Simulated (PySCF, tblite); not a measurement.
**C₅H₁₁FSi: geometry, infrared bands and NMR shifts**

What infrared bands and NMR shifts should C₅H₁₁FSi (`C/C=C(\F)[SiH2]CC`) show?

Programs: tblite 0.8.0 and PySCF 2.14.0, with density-fitted response routines of our own. Each step states its level of theory. These are calculated values for one molecule in the gas phase, unless marked as measured. Atoms count from 0, in the outputs and in this text.

## Step 1: The molecule as given

18 atoms, charge 0, multiplicity 1; geometry from: force field or distance geometry start.

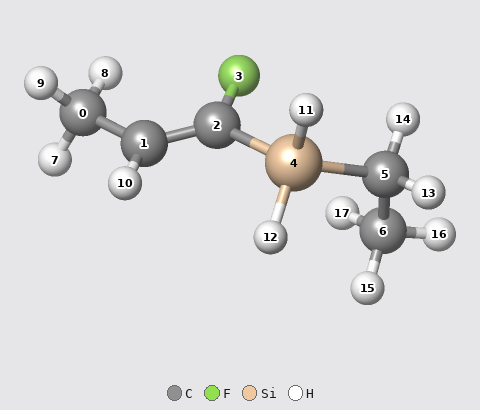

As it starts; carbon grey, fluorine green, silicon light orange, hydrogen white, atoms numbered.

## Step 2: Optimising the geometry with GFN2-xTB

What the job is given:

```
{"job": {"kind": "relax", "xc": "GFN2-xTB", "basis": "xTB"}, "charge": 0, "multiplicity": 1}
C      3.215500     0.260900    -0.486600
C      1.997100    -0.249700     0.221300
C      0.817400    -0.453000    -0.347400
F      0.676900    -0.152600    -1.676200
Si    -0.700000    -1.086800     0.510700
C     -2.269100    -0.310200    -0.178000
C     -2.375100     1.204300    -0.019400
H      3.553300     1.196900    -0.012600
H      3.016400     0.465400    -1.541600
H      4.013700    -0.469600    -0.421300
H      2.138500    -0.476600     1.285800
H     -0.781800    -2.564400     0.351500
H     -0.611300    -0.800300     1.970900
H     -3.117800    -0.778000     0.318600
H     -2.348400    -0.549700    -1.237700
H     -2.340400     1.496900     1.051100
H     -3.325000     1.557500    -0.426200
H     -1.568700     1.715500    -0.541300
```

Launch:

```
$ OMP_NUM_THREADS=1 python probes_run.py task.json out
```

The driver reads the jobs from task.json and runs them one after another.

**Question.** This job is followed by: GFN2-xTB harmonic vibrations, gas phase; GIAO PBE0/pcSseg-1 NMR shielding, non-relativistic, gas phase. Predict these results of the whole session: strongest single infrared mode (GFN2-xTB); zero-point energy (GFN2-xTB); ¹³C shifts against TMS (PBE0/pcSseg-1); ¹H shifts against TMS (PBE0/pcSseg-1, means over atoms taken as alike); ¹⁹F shifts against CFCl3 (PBE0/pcSseg-1); ²⁹Si shifts against TMS (PBE0/pcSseg-1); surface potential, least and greatest.

**Answer**, as computed:

```
                                                              quantity                              value
                             strongest single infrared mode (GFN2-xTB)              2237 cm⁻¹, 343 km/mol
                                          zero-point energy (GFN2-xTB)                      89.4 kcal/mol
                                ¹³C shifts against TMS (PBE0/pcSseg-1)  171.6, 130.0, 12.5, 11.3, 5.6 ppm
¹H shifts against TMS (PBE0/pcSseg-1, means over atoms taken as alike)   5.47, 4.33, 1.92, 1.16, 0.89 ppm
                              ¹⁹F shifts against CFCl3 (PBE0/pcSseg-1)                         -120.4 ppm
                               ²⁹Si shifts against TMS (PBE0/pcSseg-1)                          -43.4 ppm
                                 surface potential, least and greatest                 -0.91 V and 0.85 V
```

What this shows: Relaxing lowered the energy by 0.086 eV in 118 steps; the close pair that moved most is C2–Si4, from 1.855 to 1.894 Å. No mode is imaginary among the 48: a minimum at this level. The strongest single mode, at 2237 cm⁻¹, moves mainly H12. Unscaled tight-binding wavenumbers are off by several per cent, some by more. Its intensities can rank the bands wrongly. H10 (hydrogen on an alkene CH) lies farthest downfield among hydrogen, at 5.47 ppm; attached to an sp2 carbon and in the plane of the double bond. At PBE0/pcSseg-1: The largest span, 275 ppm, is at F3, where the paramagnetic term is -186 ppm.
